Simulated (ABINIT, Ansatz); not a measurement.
# Quasiparticle gap of CO2 (P4_2/mnm) in ABINIT, part 2 of 3

Wanted: ground state, empty states, screening and self-energy for CO2 (P4_2/mnm).

ABINIT 10.8.3; LDA and many-body steps on it, plane waves. Known limits of the many-body steps: not at the basis limit; coarse k mesh.

So far. Step 2 (Ground state): The gap is indirect, with the least direct gap 0.49 eV higher.

### Step 3. Bands along the symmetry lines

Level of this step: DFT, LDA, plane waves, norm-conserving pseudopotentials (ABINIT).

Levels along a band path, at the cheap level, show where the edges lie and whether the meshes to come will hold them.

Input file run.abi:

```
acell 3*1.0 Angstrom
rprim 
  4.227212790000 0.000000000000 0.000000000000
  0.000000000000 4.227212790000 0.000000000000
  0.000000000000 0.000000000000 4.687771590000
ntypat 2
znucl 6 8
natom 6
typat 1 1 2 2 2 2
xred 
  0.500000000000 0.500000000000 0.500000000000
  0.000000000000 0.000000000000 0.000000000000
  0.304826860000 0.695173140000 0.500000000000
  0.695173140000 0.304826860000 0.500000000000
  0.195173140000 0.195173140000 0.000000000000
  0.804826860000 0.804826860000 0.000000000000
pp_dirpath "pseudos"
pseudos "C.upf, O.upf"
ecut 37
iscf -2
irdden 1
kptopt 0
nkpt 75
kpt 
  0.00000000 0.00000000 0.00000000
  0.00000000 0.06250000 0.00000000
  0.00000000 0.12500000 0.00000000
  0.00000000 0.18750000 0.00000000
  0.00000000 0.25000000 0.00000000
  0.00000000 0.31250000 0.00000000
  0.00000000 0.37500000 0.00000000
  0.00000000 0.43750000 0.00000000
  0.00000000 0.50000000 0.00000000
  0.06250000 0.50000000 0.00000000
  0.12500000 0.50000000 0.00000000
  0.18750000 0.50000000 0.00000000
  0.25000000 0.50000000 0.00000000
  0.31250000 0.50000000 0.00000000
  0.37500000 0.50000000 0.00000000
  0.43750000 0.50000000 0.00000000
  0.50000000 0.50000000 0.00000000
  0.43750000 0.43750000 0.00000000
  0.37500000 0.37500000 0.00000000
  0.31250000 0.31250000 0.00000000
  0.25000000 0.25000000 0.00000000
  0.18750000 0.18750000 0.00000000
  0.12500000 0.12500000 0.00000000
  0.06250000 0.06250000 0.00000000
  0.00000000 0.00000000 0.00000000
  0.00000000 0.00000000 0.06250000
  0.00000000 0.00000000 0.12500000
  0.00000000 0.00000000 0.18750000
  0.00000000 0.00000000 0.25000000
  0.00000000 0.00000000 0.31250000
  0.00000000 0.00000000 0.37500000
  0.00000000 0.00000000 0.43750000
  0.00000000 0.00000000 0.50000000
  0.00000000 0.06250000 0.50000000
  0.00000000 0.12500000 0.50000000
  0.00000000 0.18750000 0.50000000
  0.00000000 0.25000000 0.50000000
  0.00000000 0.31250000 0.50000000
  0.00000000 0.37500000 0.50000000
  0.00000000 0.43750000 0.50000000
  0.00000000 0.50000000 0.50000000
  0.06250000 0.50000000 0.50000000
  0.12500000 0.50000000 0.50000000
  0.18750000 0.50000000 0.50000000
  0.25000000 0.50000000 0.50000000
  0.31250000 0.50000000 0.50000000
  0.37500000 0.50000000 0.50000000
  0.43750000 0.50000000 0.50000000
  0.50000000 0.50000000 0.50000000
  0.43750000 0.43750000 0.50000000
  0.37500000 0.37500000 0.50000000
  0.31250000 0.31250000 0.50000000
  0.25000000 0.25000000 0.50000000
  0.18750000 0.18750000 0.50000000
  0.12500000 0.12500000 0.50000000
  0.06250000 0.06250000 0.50000000
  0.00000000 0.00000000 0.50000000
  0.00000000 0.50000000 0.00000000
  0.00000000 0.50000000 0.06250000
  0.00000000 0.50000000 0.12500000
  0.00000000 0.50000000 0.18750000
  0.00000000 0.50000000 0.25000000
  0.00000000 0.50000000 0.31250000
  0.00000000 0.50000000 0.37500000
  0.00000000 0.50000000 0.43750000
  0.00000000 0.50000000 0.50000000
  0.50000000 0.50000000 0.00000000
  0.50000000 0.50000000 0.06250000
  0.50000000 0.50000000 0.12500000
  0.50000000 0.50000000 0.18750000
  0.50000000 0.50000000 0.25000000
  0.50000000 0.50000000 0.31250000
  0.50000000 0.50000000 0.37500000
  0.50000000 0.50000000 0.43750000
  0.50000000 0.50000000 0.50000000
istwfk *1
nband 23
nbdbuf 2
tolwfr 1e-08
nstep 40
prtwf 0
prtvol 0
indata_prefix "in"
outdata_prefix "out"
tmpdata_prefix "tmp"
```

The run is started by

```console
$ OMP_NUM_THREADS=1 mpirun -n 4 abinit run.abi > log
```

Numbers of over 12 decimals in the logs are rounded to 6 here.

Output:

```text
.Version 10.8.3 of ABINIT. v10.8.2 released Aug 2026.

 Symmetries : space group P4_2/m n m (#136); Bravais tP (primitive tetrag.)
[... echo of the input left out ...]
== DATASET  1 ==================================================================
-   mpi_nproc: 4, omp_nthreads: 1 (-1 if OMP is not activated)

--- !DatasetInfo
iteration_state: {dtset: 1, }
dimensions: {natom: 6, nkpt: 75, mband: 23, nsppol: 1, nspinor: 1, nspden: 1, mpw: 6124, }
cutoff_energies: {ecut:  37.0, pawecutdg:  -1.0, }
electrons: {nelect:   3.20000000E+01, charge:   0.00000000E+00, occopt:   1.00000000E+00, tsmear:   1.00000000E-02, }

 Real(R)+Recip(G) space primitive vectors, cartesian coordinates (Bohr,Bohr^-1):
 R(1)=  7.9882744  0.0000000  0.0000000  G(1)=  0.1251835  0.0000000  0.0000000
 R(2)=  0.0000000  7.9882744  0.0000000  G(2)=  0.0000000  0.1251835  0.0000000
 R(3)=  0.0000000  0.0000000  8.8586044  G(3)=  0.0000000  0.0000000  0.1128846
 Unit cell volume ucvol=  5.6528995E+02 bohr^3
 Angles (23,13,12)=  9.00000000E+01  9.00000000E+01  9.00000000E+01 degrees

 getcut: wavevector=  0.0000  0.0000  0.0000  ngfft=  45  45  50
         ecut(hartree)=     37.000   => boxcut(ratio)=   2.01156

--- Pseudopotential description ------------------------------------------------
- C Generated using ONCVPSP code by D. R. Hamann
-  6.00000   4.00000  180309                  znucl, zion, pspdat
12 -1012 1 -1 1234                            pspcod,pspxc,lmax,lloc,mmax
     nproj     2     2     0
  pspatm : epsatm=    4.35103003
         --- l  ekb(1:nproj) -->
             0    6.431505    0.400560
             1   -4.185684   -0.892924
 pspatm: atomic psp has been read  and splines computed

- O Generated using ONCVPSP code by D. R. Hamann
-  8.00000   6.00000  201201                  znucl, zion, pspdat
12 -1012 2 -1 926                             pspcod,pspxc,lmax,lloc,mmax
     nproj     2     2     1
  pspatm : epsatm=    6.27558587
         --- l  ekb(1:nproj) -->
             0    6.026028    0.816167
[...]
2   -1.033686
 pspatm: atomic psp has been read  and splines computed

--------------------------------------------------------------------------------

================================================================================
 prteigrs : about to open file out_EIG
 Non-SCF case, kpt    1 (  0.00000  0.00000  0.00000), residuals and eigenvalues=
  5.98E-09  4.42E-09  7.46E-09  8.41E-09  5.74E-09  3.28E-09  3.74E-09  3.07E-09
  3.90E-09  2.87E-09  3.14E-09  3.60E-09  5.36E-09  3.23E-09  7.93E-09  7.46E-09
  5.78E-09  7.92E-09  7.51E-09  9.41E-09  5.25E-09  8.37E-09  3.40E-05
 -8.7984E-01 -8.6823E-01 -8.3707E-01 -8.3707E-01 -3.2786E-01 -3.1534E-01
 -3.0740E-01 -2.8444E-01 -2.8444E-01 -2.5674E-01 -2.5674E-01 -2.5466E-01
 -1.7966E-01 -1.4723E-01 -1.4439E-01 -1.4439E-01  1.0591E-01  1.4334E-01
[...]
-1.4585E-01 -1.4585E-01 -1.2652E-01 -1.2652E-01  1.5091E-01  1.5091E-01
  1.7619E-01  1.7619E-01  2.8382E-01  2.8382E-01  3.5427E-01

--- !ResultsGS
iteration_state: {dtset: 1, }
comment   : Summary of ground state results
lattice_vectors:
- [  7.9882744,   0.0000000,   0.0000000, ]
- [  0.0000000,   7.9882744,   0.0000000, ]
- [  0.0000000,   0.0000000,   8.8586044, ]
lattice_lengths: [   7.98827,    7.98827,    8.85860, ]
lattice_angles: [ 90.000,  90.000,  90.000, ] # degrees, (23, 13, 12)
lattice_volume:   5.6528995E+02
convergence: {deltae:  0.000E+00, res2:  0.000E+00, residm:  9.990E-09, diffor:  0.000E+00, }
etotal    :  -7.80259371E+01
entropy   :   0.00000000E+00
fermie    :  -1.26518767E-01
cartesian_stress_tensor: null
pressure_GPa: null
xred      :
- [  5.0000E-01,   5.0000E-01,   5.0000E-01,  C]
- [  0.0000E+00,   0.0000E+00,   0.0000E+00,  C]
- [  3.0483E-01,   6.9517E-01,   5.0000E-01,  O]
- [  6.9517E-01,   3.0483E-01,   5.0000E-01,  O]
- [  1.9517E-01,   1.9517E-01,   0.0000E+00,  O]
- [  8.0483E-01,   8.0483E-01,   0.0000E+00,  O]
cartesian_forces: null
force_length_stats: {min: null, max: null, mean: null, }

 Integrated electronic density in atomic spheres:
 ------------------------------------------------
 Atom  Sphere_radius  Integrated_density
[...]
================================================================================

 ----iterations are completed or convergence reached----

 Mean square residual over all n,k,spin=   54.234E-10; max=  99.902E-10
 reduced coordinates (array xred) for    6 atoms
[...]
0.195173140000      0.195173140000      0.000000000000
       0.804826860000      0.804826860000      0.000000000000

 cartesian coordinates (angstrom) at end:
    1      2.113606     2.113606     2.343886
    2      0.000000     0.000000     0.000000
    3      1.288568     2.938645     2.343886
    4      2.938645     1.288568     2.343886
    5      0.825038     0.825038     0.000000
    6      3.402174     3.402174     0.000000
 length scales=  1.889726125908  1.889726125908  1.889726125908 bohr
              =  1.000000000000  1.000000000000  1.000000000000 angstroms
 prteigrs : about to open file out_EIG
 Eigenvalues (hartree) for nkpt=  75  k points:
 kpt#   1, nband= 23, wtk=  1.00000, kpt=  0.0000  0.0000  0.0000 (reduced coord)
[...]
kpt#   2, nband= 23, wtk=  1.00000, kpt=  0.0000  0.0625  0.0000 (reduced coord)
[...]
kpt#   3, nband= 23, wtk=  1.00000, kpt=  0.0000  0.1250  0.0000 (reduced coord)
[...]
kpt#  74, nband= 23, wtk=  1.00000, kpt=  0.5000  0.5000  0.4375 (reduced coord)
[...]
0.15148    0.15148    0.17618    0.17618    0.28104    0.28104    0.35302
 kpt#  75, nband= 23, wtk=  1.00000, kpt=  0.5000  0.5000  0.5000 (reduced coord)
  -0.87085   -0.87085   -0.83990   -0.83990   -0.33075   -0.33075   -0.29604   -0.29604
  -0.28282   -0.28282   -0.26587   -0.26587   -0.14585   -0.14585   -0.12652   -0.12652
   0.15091    0.15091    0.17619    0.17619    0.28382    0.28382    0.35427

== END DATASET(S) ==============================================================
================================================================================

 -outvars: echo values of variables after computation  --------
            nband          23
             nkpt          75
          spgroup         136
 [... the other variables as echoed above ...]

 Calculation completed.
```

It took 41 s on 4 MPI ranks of AMD EPYC 7R32 (Zen 2), shared host; peak memory 0.49 GiB; 2.7 min of CPU time.

This step gave:

```
gap                        : 6.325 eV
k of the valence top       : 0.5, 0.5, 0.5
k of the conduction bottom : 0, 0, 0
least direct gap           : 6.811 eV
```

The gap is 6.325 eV, as in the run before at this level.

The electronic bands at the labelled points (eV, zero at the top of the highest filled band):

```
    point  band 13  band 14  band 15  band 16  band 17  band 18  band 19  band 20
        Γ    -1.45    -0.56    -0.49    -0.49     6.32     7.34     7.78     7.78
        X    -0.55    -0.55    -0.50    -0.50     7.97     7.97     8.08     8.08
        M    -0.69    -0.69     0.00     0.00     8.11     8.11     8.23     8.23
        Γ    -1.45    -0.56    -0.49    -0.49     6.32     7.34     7.78     7.78
        Z    -1.02    -1.02    -0.49    -0.49     7.70     7.70     7.92     7.92
        R    -0.93    -0.93    -0.27    -0.27     7.83     7.83     8.34     8.34
        A    -0.53    -0.53     0.00     0.00     7.55     7.55     8.24     8.24
        Z    -1.02    -1.02    -0.49    -0.49     7.70     7.70     7.92     7.92
jump to X    -0.55    -0.55    -0.50    -0.50     7.97     7.97     8.08     8.08
        R    -0.93    -0.93    -0.27    -0.27     7.83     7.83     8.34     8.34
jump to M    -0.69    -0.69     0.00     0.00     8.11     8.11     8.23     8.23
        A    -0.53    -0.53     0.00     0.00     7.55     7.55     8.24     8.24
```

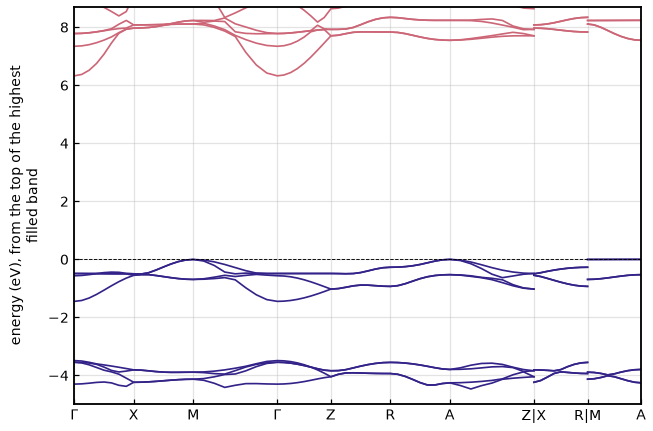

Electronic bands along the path; lines of filled and empty bands in two colours.

### Step 4. Empty states on the mesh, 2×2×2 mesh, 61 bands

The sums over transitions need many empty states on a uniform mesh; this step solves for them.

Input file run.abi:

```
acell 3*1.0 Angstrom
rprim 
  4.227212790000 0.000000000000 0.000000000000
  0.000000000000 4.227212790000 0.000000000000
  0.000000000000 0.000000000000 4.687771590000
ntypat 2
znucl 6 8
natom 6
typat 1 1 2 2 2 2
xred 
  0.500000000000 0.500000000000 0.500000000000
  0.000000000000 0.000000000000 0.000000000000
  0.304826860000 0.695173140000 0.500000000000
  0.695173140000 0.304826860000 0.500000000000
  0.195173140000 0.195173140000 0.000000000000
  0.804826860000 0.804826860000 0.000000000000
pp_dirpath "pseudos"
pseudos "C.upf, O.upf"
ecut 37
ngkpt 2 2 2
nshiftk 1
shiftk 0 0 0
kptopt 1
chksymbreak 0
iscf -2
irdden 1
istwfk *1
nband 61
nbdbuf 4
tolwfr 1e-09
nstep 60
prtvol 0
indata_prefix "in"
outdata_prefix "out"
tmpdata_prefix "tmp"
```

Output:

```text
.Version 10.8.3 of ABINIT. v10.8.2 released Aug 2026.

 Symmetries : space group P4_2/m n m (#136); Bravais tP (primitive tetrag.)
[... echo of the input left out ...]
== DATASET  1 ==================================================================
-   mpi_nproc: 4, omp_nthreads: 1 (-1 if OMP is not activated)

--- !DatasetInfo
iteration_state: {dtset: 1, }
dimensions: {natom: 6, nkpt: 6, mband: 61, nsppol: 1, nspinor: 1, nspden: 1, mpw: 6088, }
cutoff_energies: {ecut:  37.0, pawecutdg:  -1.0, }
electrons: {nelect:   3.20000000E+01, charge:   0.00000000E+00, occopt:   1.00000000E+00, tsmear:   1.00000000E-02, }

 Real(R)+Recip(G) space primitive vectors, cartesian coordinates (Bohr,Bohr^-1):
 R(1)=  7.9882744  0.0000000  0.0000000  G(1)=  0.1251835  0.0000000  0.0000000
 R(2)=  0.0000000  7.9882744  0.0000000  G(2)=  0.0000000  0.1251835  0.0000000
 R(3)=  0.0000000  0.0000000  8.8586044  G(3)=  0.0000000  0.0000000  0.1128846
 Unit cell volume ucvol=  5.6528995E+02 bohr^3
 Angles (23,13,12)=  9.00000000E+01  9.00000000E+01  9.00000000E+01 degrees

 getcut: wavevector=  0.0000  0.0000  0.0000  ngfft=  45  45  50
         ecut(hartree)=     37.000   => boxcut(ratio)=   2.01156

--- Pseudopotential description ------------------------------------------------
- C Generated using ONCVPSP code by D. R. Hamann
-  6.00000   4.00000  180309                  znucl, zion, pspdat
12 -1012 1 -1 1234                            pspcod,pspxc,lmax,lloc,mmax
     nproj     2     2     0
  pspatm : epsatm=    4.35103003
         --- l  ekb(1:nproj) -->
             0    6.431505    0.400560
             1   -4.185684   -0.892924
 pspatm: atomic psp has been read  and splines computed

- O Generated using ONCVPSP code by D. R. Hamann
-  8.00000   6.00000  201201                  znucl, zion, pspdat
12 -1012 2 -1 926                             pspcod,pspxc,lmax,lloc,mmax
     nproj     2     2     1
  pspatm : epsatm=    6.27558587
         --- l  ekb(1:nproj) -->
             0    6.026028    0.816167
[...]
2   -1.033686
 pspatm: atomic psp has been read  and splines computed

--------------------------------------------------------------------------------

================================================================================
 prteigrs : about to open file out_EIG
 Non-SCF case, kpt    1 (  0.00000  0.00000  0.00000), residuals and eigenvalues=
  6.53E-10  7.73E-10  1.98E-10  2.61E-10  1.47E-10  1.76E-10  1.02E-10  1.36E-10
  1.70E-10  1.76E-10  2.27E-10  1.33E-10  1.53E-10  1.48E-10  1.31E-10  1.38E-10
  4.36E-10  2.10E-10  5.20E-10  5.51E-10  1.17E-10  9.87E-11  3.11E-10  2.29E-10
[...]
9.03E-10  3.23E-10  2.05E-07  2.86E-06  4.10E-06
 -8.7984E-01 -8.6823E-01 -8.3707E-01 -8.3707E-01 -3.2786E-01 -3.1534E-01
 -3.0740E-01 -2.8444E-01 -2.8444E-01 -2.5674E-01 -2.5674E-01 -2.5466E-01
 -1.7966E-01 -1.4723E-01 -1.4439E-01 -1.4439E-01  1.0591E-01  1.4334E-01
[...]
1.0270E+00  1.0775E+00  1.0778E+00  1.0778E+00  1.1143E+00  1.1445E+00
  1.1677E+00  1.1677E+00  1.1772E+00  1.1772E+00  1.2515E+00  1.2685E+00
  1.2848E+00
 prteigrs : prtvol=0 or 1, do not print more k-points.

--- !ResultsGS
iteration_state: {dtset: 1, }
comment   : Summary of ground state results
lattice_vectors:
- [  7.9882744,   0.0000000,   0.0000000, ]
- [  0.0000000,   7.9882744,   0.0000000, ]
- [  0.0000000,   0.0000000,   8.8586044, ]
lattice_lengths: [   7.98827,    7.98827,    8.85860, ]
lattice_angles: [ 90.000,  90.000,  90.000, ] # degrees, (23, 13, 12)
lattice_volume:   5.6528995E+02
convergence: {deltae:  0.000E+00, res2:  0.000E+00, residm:  9.975E-10, diffor:  0.000E+00, }
etotal    :  -7.80259371E+01
entropy   :   0.00000000E+00
fermie    :  -1.26518767E-01
cartesian_stress_tensor: null
pressure_GPa: null
xred      :
- [  5.0000E-01,   5.0000E-01,   5.0000E-01,  C]
- [  0.0000E+00,   0.0000E+00,   0.0000E+00,  C]
- [  3.0483E-01,   6.9517E-01,   5.0000E-01,  O]
- [  6.9517E-01,   3.0483E-01,   5.0000E-01,  O]
- [  1.9517E-01,   1.9517E-01,   0.0000E+00,  O]
- [  8.0483E-01,   8.0483E-01,   0.0000E+00,  O]
cartesian_forces: null
force_length_stats: {min: null, max: null, mean: null, }

 Integrated electronic density in atomic spheres:
 ------------------------------------------------
 Atom  Sphere_radius  Integrated_density
[...]
================================================================================

 ----iterations are completed or convergence reached----

 Mean square residual over all n,k,spin=   40.082E-11; max=  99.746E-11
 reduced coordinates (array xred) for    6 atoms
[...]
0.195173140000      0.195173140000      0.000000000000
       0.804826860000      0.804826860000      0.000000000000

 cartesian coordinates (angstrom) at end:
    1      2.113606     2.113606     2.343886
    2      0.000000     0.000000     0.000000
    3      1.288568     2.938645     2.343886
    4      2.938645     1.288568     2.343886
    5      0.825038     0.825038     0.000000
    6      3.402174     3.402174     0.000000
 length scales=  1.889726125908  1.889726125908  1.889726125908 bohr
              =  1.000000000000  1.000000000000  1.000000000000 angstroms
 prteigrs : about to open file out_EIG
 Eigenvalues (hartree) for nkpt=   6  k points:
 kpt#   1, nband= 61, wtk=  0.12500, kpt=  0.0000  0.0000  0.0000 (reduced coord)
[...]
0.90864    0.92268    0.92341    0.94638    0.94638    0.95854    0.95854    0.98028
   1.02704    1.07750    1.07779    1.07779    1.11432    1.14451    1.16771    1.16771
   1.17723    1.17723    1.25152    1.26850    1.28481
 prteigrs : prtvol=0 or 1, do not print more k-points.

== END DATASET(S) ==============================================================
================================================================================

 -outvars: echo values of variables after computation  --------
            nband          61
             nkpt           6
          spgroup         136
 [... the other variables as echoed above ...]

 Calculation completed.
```

Run time: 19 s. Hardware: 4 MPI ranks; peak memory 0.37 GiB.

This step gave:

```
gap                                                           : 6.325 eV
k of the valence top                                          : 0.5, 0.5, 0.5
k of the conduction bottom                                    : 0, 0, 0
least direct gap                                              : 6.811 eV
k points computed                                             : 6
lowest point of the top converged band, above the valence top : 34.57 eV
```

On this mesh the gap is 6.325 eV.

(Continued in part 3 of 3.)

[Paths, hosts, dates, memory and timing lines, banners, echoed tables and standing remarks are left out of the program output.]

[Logs are printed without paths, hosts, clocks, repeated set-up lines and the standing remarks that a program may print on its own settings, such as how far it seeks lower states.]

[Runs of the session that timed out or met a known fault of the program may be left out.]

[Hosts, paths, dates, database ids (printed as entryN), source tags and the programs' standing remarks are cut or masked in the printed files.]

[G0W0 gaps are taken among the corrected bands and points alone; a level outside them can change the order at an edge.]

[Where Ansatz stands beside ABINIT at settings called matched, ABINIT's density can come from a denser mesh and the files from another edition; pairs whose starting gaps differed by over 0.03 eV were left out, so agreement reads better than it is.]
